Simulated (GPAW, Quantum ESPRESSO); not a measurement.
Consider Mg (I4/mmm).

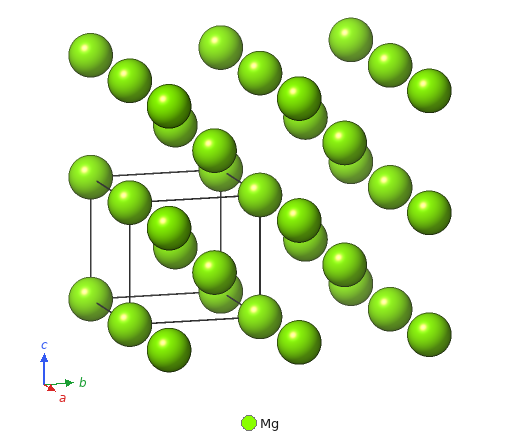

The structure (magnesium green). 2×2×2 conventional cells are drawn. Some periodic images of atoms are drawn too.

```xyz
1
Lattice="-1.8360 1.8360 1.6794 1.8360 -1.8360 1.6794 1.8360 1.8360 -1.6794" Properties=species:S:1:pos:R:3 pbc="T T T"
Mg    0.0000    0.0000    0.0000
```

Absorber: atom 1, with 8 Mg at 3.09 Å, 2 Mg at 3.36 Å and 4 Mg at 3.67 Å (14-fold, site symmetry 4/mmm). Method: Quantum ESPRESSO XSpectra, LDA, excited-electron core hole (neutral cell), 8-atom cell with 6.2 Å between holes, 6×6×6 k points, dipole transitions, Lorentzian half width 0.3 eV up to 4 eV, rising linearly to 2.5 eV at 25 eV.

This is not the structure that Mg takes at ambient pressure and room temperature (hexagonal, No. 194); it is a model or a phase of other conditions.

Q: What does the Mg K edge look like?

Main maxima up to 24 eV above the zero (height): 0.9 eV (0.75), 2.0 eV (0.97), 3.2 eV (1.02), 4.0 eV (1.04), 5.9 eV (1.15), 8.0 eV (1.17) and 10.0 eV (1.16). A K edge sees empty p states on the absorber. The total-energy difference is 1307.49 eV. One term is added: -12.89 eV, since the hole is spin-paired here and a spin-polarised one costs that much less in the free atom (computed apart). The photon energy is then 1294.60 eV. The tabulated edge of the element is 1303 eV. The functional leaves an error in such absolute values: in the free atom LDA prices this hole 6.5 eV below PBE (computed apart), and PBE is itself good to a few eV.

The Mg K spectrum (energy from the energy zero of the input (xe0, at the border of filled and empty states); intensity scaled to a mean of 1 over the first 20 eV; the points at xe0, where the cut of filled states can leave a spike, are interpolated; polarised curves are means over the symmetry-equivalent atoms):

```tsv
E (eV)	isotropic	ε ⊥ c	ε ∥ c
-2.0	0.04	0.04	0.04
-0.5	0.16	0.16	0.17
1.0	0.74	0.77	0.67
2.5	0.90	0.96	0.76
4.0	1.04	1.01	1.08
5.5	1.11	1.05	1.23
7.0	1.03	1.03	1.01
8.5	1.16	1.17	1.13
10.0	1.16	1.15	1.19
11.5	1.10	1.08	1.15
13.0	1.07	1.07	1.08
14.5	1.03	1.03	1.04
16.0	0.99	0.97	1.03
17.5	0.94	0.93	0.96
19.0	0.88	0.90	0.83
20.5	0.84	0.90	0.73
22.0	0.82	0.88	0.71
23.5	0.82	0.84	0.76
25.0	0.82	0.81	0.85
26.5	0.84	0.80	0.91
28.0	0.87	0.83	0.97
29.5	0.93	0.89	1.00
31.0	0.99	0.98	1.02
```

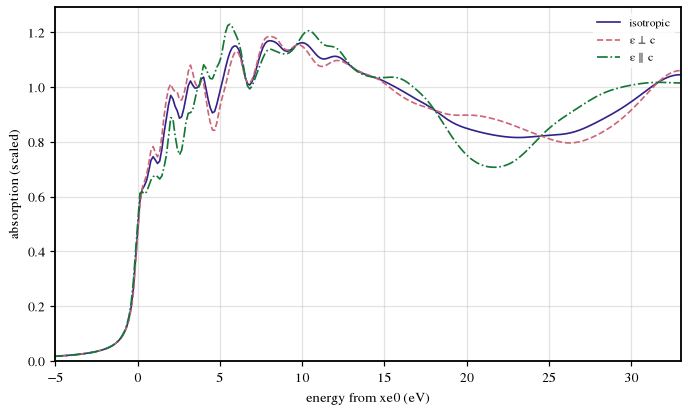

The Mg K edge.

The holes are only 6.2 Å apart, so the shape is probably not converged with cell size; no larger cell was run here. The structure is a computed Materials Project entry and may be a hypothetical form.

[Banner, clock and machine lines of the logs are left out without a mark of their own.]

[Logs are printed without paths, hosts, clocks, repeated set-up lines and the standing remarks that a program may print on its own settings, such as how far it seeks lower states.]

[Hosts, paths, dates, database ids (printed as entryN), source tags and the programs' standing remarks are cut or masked in the printed files.]

[Lists of maxima count a maximum above −3 eV only where it reaches 4 % of the highest in the window and stands out from its surroundings by 2 % of it (1.5 % where it reaches 55 %); shoulders and weaker maxima are passed over, and of the rest the first, up to two pre-edge ones and the few strongest are named.]
